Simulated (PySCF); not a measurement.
# One shape, several levels: C7H11N (cyclohexanecarbonitrile)

We compute a comparison of 5 runs (B3LYP/def2-SVP, BHLYP/def2-SVP, M06-2X/def2-SVP, M06-L/def2-SVP, PBE0/def2-SVP) of C7H11N (cyclohexanecarbonitrile). Input form: a Python script.

The results are computed with PySCF 2.14.0.

**1. Starting point**

C7H11N has 19 atoms, charge 0, and is taken as a singlet. As SMILES, `N#CC1CCCCC1`. Geometry: relaxed at PBE0-D4/def2-TZVP. This is one conformer, not always the lowest.

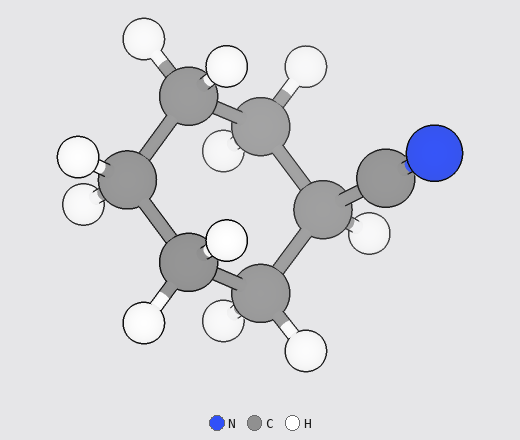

Viewed from a chosen angle; nitrogen blue, carbon grey, hydrogen white.

**2. The energy at B3LYP/def2-SVP (run 1)**

Contents of calc.py:

```python
from pyscf import gto, dft

mol = gto.M(
    atom='''
N     -2.556781     4.722312     2.458836
C     -1.654682     2.745300     2.505097
C     -0.504349     0.237368     2.525581
C      2.235376     0.371256     1.581455
C      2.362895     1.022663    -1.215434
C      0.813281    -0.817382    -2.795037
C     -1.913820    -0.944410    -1.884605
C     -2.058327    -1.603622     0.909639
H     -0.519240    -0.399885     4.494128
H      3.088625    -1.486534     1.908056
H      3.300766     1.736110     2.705918
H      4.333236     1.026877    -1.836908
H      1.650298     2.946763    -1.498893
H      1.662827    -2.705540    -2.674208
H      0.873961    -0.271705    -4.786865
H     -2.833588     0.884411    -2.200473
H     -2.977471    -2.335645    -2.980797
H     -4.017274    -1.629794     1.560876
H     -1.285751    -3.498526     1.223617
''',
    basis='def2-svp',
    verbose=4,
    max_memory=1860,
    spin=0,
    unit='bohr',
    charge=0,
)

myscf = dft.RKS(mol)
myscf.xc = 'b3lyp'
myscf.conv_tol = 1e-10
myscf.grids.level = 5
myscf.kernel()
if not myscf.converged:
    myscf = myscf.newton().run(myscf.mo_coeff, myscf.mo_occ)

e_tot = myscf.e_tot
print('E(%s) = %.9f' % ('B3LYP', e_tot))
```

Launch:

```console
$ OMP_NUM_THREADS=1 python calc.py
```

Output:

```text
PySCF version 2.14.0

[... 89 lines left out ...]
converged SCF energy = -327.878596043388
E(B3LYP) = -327.878596043
```

It took 80 s on 1 thread of Intel Xeon at 2.70GHz, shared host; peak memory 1.4 GiB.

**3. A single-point energy at BHLYP/def2-SVP (run 2)**

Contents of start.xyz:

```xyz
19
C7H11N
N     -1.352990     2.498940     1.301160
C     -0.875620     1.452750     1.325640
C     -0.266890     0.125610     1.336480
C      1.182910     0.196460     0.836870
C      1.250390     0.541170    -0.643180
C      0.430370    -0.432540    -1.479070
C     -1.012750    -0.499760    -0.997290
C     -1.089220    -0.848600     0.481360
H     -0.274770    -0.211610     2.378190
H      1.634430    -0.786640     1.009700
H      1.746690     0.918710     1.431910
H      2.293050     0.543400    -0.972050
H      0.873300     1.559360    -0.793180
H      0.879930    -1.431710    -1.415130
H      0.462480    -0.143780    -2.533100
H     -1.499470     0.468010    -1.164440
H     -1.575610    -1.235970    -1.577370
H     -2.125850    -0.862450     0.825980
H     -0.680390    -1.851340     0.647510
```

Contents of job.py:

```python
# cyclohexanecarbonitrile
from pyscf import gto, dft

mol = gto.Mole()
mol.atom = 'start.xyz'
mol.verbose = 3
mol.max_memory = 1860
mol.basis = 'def2-svp'
mol.build()

ks = dft.RKS(mol)
ks.xc = 'bhandhlyp'
ks.conv_tol = 1e-10
ks.grids.level = 5
ks.kernel()
if not ks.converged:
    ks = ks.newton().run(ks.mo_coeff, ks.mo_occ)

etot = ks.e_tot
print('E(%s) = %.9f' % ('BHLYP', etot))
```

Launch:

```console
$ OMP_NUM_THREADS=1 python job.py
```

Output:

```text
converged SCF energy = -327.671967370806
E(BHLYP) = -327.671967371
```

Wall time 80 s (1 thread of Intel Xeon at 2.70GHz, shared host); peak memory 1.4 GiB.

Runs 3 to 4 aren't shown in full; the table further down has their settings and results.

**4. The energy at PBE0/def2-SVP (run 5)**

Contents of run.py:

```python
from pyscf import gto, dft

mol = gto.M(
    atom='''
N     -2.556781     4.722312     2.458836
C     -1.654682     2.745300     2.505097
C     -0.504349     0.237368     2.525581
C      2.235376     0.371256     1.581455
C      2.362895     1.022663    -1.215434
C      0.813281    -0.817382    -2.795037
C     -1.913820    -0.944410    -1.884605
C     -2.058327    -1.603622     0.909639
H     -0.519240    -0.399885     4.494128
H      3.088625    -1.486534     1.908056
H      3.300766     1.736110     2.705918
H      4.333236     1.026877    -1.836908
H      1.650298     2.946763    -1.498893
H      1.662827    -2.705540    -2.674208
H      0.873961    -0.271705    -4.786865
H     -2.833588     0.884411    -2.200473
H     -2.977471    -2.335645    -2.980797
H     -4.017274    -1.629794     1.560876
H     -1.285751    -3.498526     1.223617
''',
    max_memory=1860,
    verbose=3,
    spin=0,
    basis='def2-svp',
    unit='bohr',
)

mf = dft.RKS(mol, xc='pbe0')
mf.conv_tol = 1e-10
mf.grids.level = 5
mf.kernel()
if not mf.converged:
    mf = mf.newton().run(mf.mo_coeff, mf.mo_occ)

etot = mf.e_tot
print('E(%s) = %.9f' % ('PBE0', etot))
```

Launch:

```console
$ OMP_NUM_THREADS=1 python run.py
```

Output:

```text
converged SCF energy = -327.488506481856
E(PBE0) = -327.488506482
```

It took 84 s on 1 thread of Intel Xeon at 2.70GHz, shared host; peak memory 1.4 GiB.

**5. Overview of the runs**

```
run            level  energy (Eh)  dipole moment (D)  HOMO energy (eV)  LUMO energy (eV)  wall time
  1   B3LYP/def2-SVP  -327.878596               3.78             -8.53              0.71       80 s
  2   BHLYP/def2-SVP  -327.671967               3.91            -10.03              1.87       80 s
  3  M06-2X/def2-SVP  -327.720217               3.81            -10.01              1.86    2.3 min
  4   M06-L/def2-SVP  -327.837151               3.93             -7.72              0.32    2.5 min
  5    PBE0/def2-SVP  -327.488506               3.86             -8.77              0.98       84 s
```

**6. Outcome**

| quantity | value |
| --- | --- |
| run 5: total energy | -327.48851 Eh |
| run 5: dipole moment | 3.86 D |
| run 5: HOMO energy | -8.77 eV |
| run 5: LUMO energy | 0.98 eV |
| run 5: HOMO–LUMO gap | 9.75 eV |

What this shows: The dipole moment (its size) runs from 3.78 D (B3LYP/def2-SVP) to 3.93 D (M06-L/def2-SVP). The HOMO–LUMO gap runs from 8.04 eV (M06-L/def2-SVP) to 11.91 eV (BHLYP/def2-SVP). Totals of different functionals can't be ranked against each other. All runs together took 8.8 min, the longest 2.5 min.
